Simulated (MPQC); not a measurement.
# HF/STO-3G run of HOF (hypofluorous acid)

Aim: the energy change on altering one bond length of HOF (hypofluorous acid) at HF/STO-3G, from 2 runs. 

The calculation is run with MPQC 2.3.1.

4 further runs of the same task are left out: 3 that didn't finish, 1 set aside as unsound or not needed. Runs told in other sessions of the task aren't counted.

## Step 1: The molecule

HOF: 3 atoms, total charge 0, spin state singlet. As SMILES, `OF`. The coordinates come from a PBE0-D4/def2-TZVP relaxation.

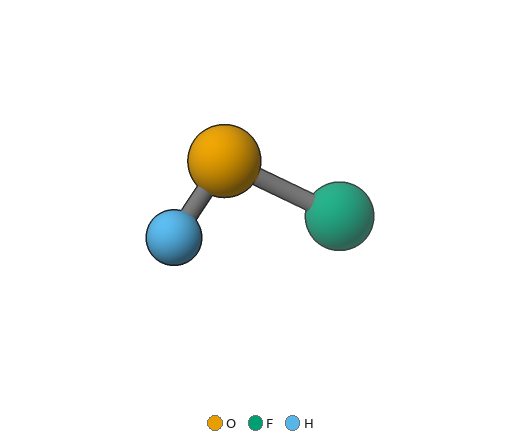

The structure, seen from a chosen angle (oxygen amber, fluorine teal, hydrogen blue).

## Step 2: A single-point energy at HF/STO-3G

run.in

```
% FHO
molecule<Molecule>: (
   symmetry = c1
   unit = angstrom
   { atoms geometry } = {
      O  [ 0.430590      -0.210340       0.216330 ]
      F  [ -0.221910       1.014620      -0.010980 ]
      H  [ -0.208690      -0.804280      -0.205350 ]
   }
)
basis<GaussianBasisSet>: (
   name = "STO-3G"
   molecule = $:molecule
   basisdir = "."
   puream = yes
)
mpqc: (
   checkpoint = no
   savestate = no
   restart = no
   do_energy = yes
   do_gradient = no
   optimize = no
   mole<CLHF>: (
      molecule = $:molecule
      basis = $:basis
      total_charge = 0
      memory = 1000000000
      print_evals = yes
      print_npa = yes
      maxiter = 120
      value_accuracy = 1e-08
      guess_wavefunction<CLHF>: (
         molecule = $:molecule
         total_charge = 0
         memory = 1000000000
         value_accuracy = 1e-3
         basis<GaussianBasisSet>: (
            name = "STO-3G"
            molecule = $:molecule
         )
      )
   )
)
```

The basis set STO-3G is read from a file made from the Basis Set Exchange's data (not shown).

Started as:

```sh
$ mpqc -o run.out run.in
```

What it wrote, shortened:

```text
MPQC: Massively Parallel Quantum Chemistry
[...]
  LUMO is    10   A =   0.432788
  total scf energy = -172.3689505320
Value of the MolecularEnergy: -172.3689505320
[...]
      symmetry = c1
[...]
```

It took 0.12 s on 1 thread of Arm Neoverse N1, shared host.

## Step 3: The distorted shape at the same level

job.in

```
molecule<Molecule>: (
    symmetry = c1
    unit = bohr
    { atoms geometry } = {
        O  [ 0.99487466 -0.22915764 0.52831262 ]
        F  [ -0.23817163 2.08568128 0.09875898 ]
        H  [ -0.39436694 -1.51986893 -0.38805526 ]
    }
)
basis<GaussianBasisSet>: (
    name = "STO-3G"
    molecule = $:molecule
    basisdir = "."
    puream = yes
)
mpqc: (
    checkpoint = no
    savestate = no
    restart = no
    do_energy = yes
    do_gradient = no
    optimize = no
    mole<CLHF>: (
        molecule = $:molecule
        basis = $:basis
        total_charge = 0
        memory = 1000000000
        print_evals = yes
        print_npa = yes
        maxiter = 120
        value_accuracy = 1e-08
        guess_wavefunction<CLHF>: (
            molecule = $:molecule
            total_charge = 0
            memory = 1000000000
            value_accuracy = 1e-3
            basis<GaussianBasisSet>: (
                name = "STO-3G"
                molecule = $:molecule
            )
        )
    )
)
```

The basis set STO-3G is read from a file made from the Basis Set Exchange's data (not shown).

Started as:

```sh
$ mpqc -o job.out job.in
```

What it wrote, shortened:

```text
MPQC: Massively Parallel Quantum Chemistry
[...]
  LUMO is    10   A =   0.427108
  total scf energy = -172.3601077702
Value of the MolecularEnergy: -172.3601077702
[...]
      symmetry = c1
[...]
```

It took 0.1 s on 1 thread of Arm Neoverse N1, shared host.

## Step 4: What came out

At HF/STO-3G:

| quantity | value |
| --- | --- |
| first shape: total energy | -172.36895 Eh |
| first shape: HOMO energy | -10.69 eV |
| first shape: LUMO energy | 11.78 eV |
| first shape: HOMO–LUMO gap | 22.47 eV |
| distorted shape: total energy | -172.36011 Eh |
| distorted shape: HOMO energy | -10.61 eV |
| distorted shape: LUMO energy | 11.62 eV |
| distorted shape: HOMO–LUMO gap | 22.23 eV |
| energy change with the O1–H3 bond stretched from 0.969 to 1.115 Å | 0.241 eV |

In words: With the O1–H3 bond stretched from 0.969 to 1.115 Å the energy rises by 0.24 eV (5.5 kcal/mol). The first shape isn't relaxed at this level, so the change isn't measured from a minimum. The minimal basis adds a large error of its own.
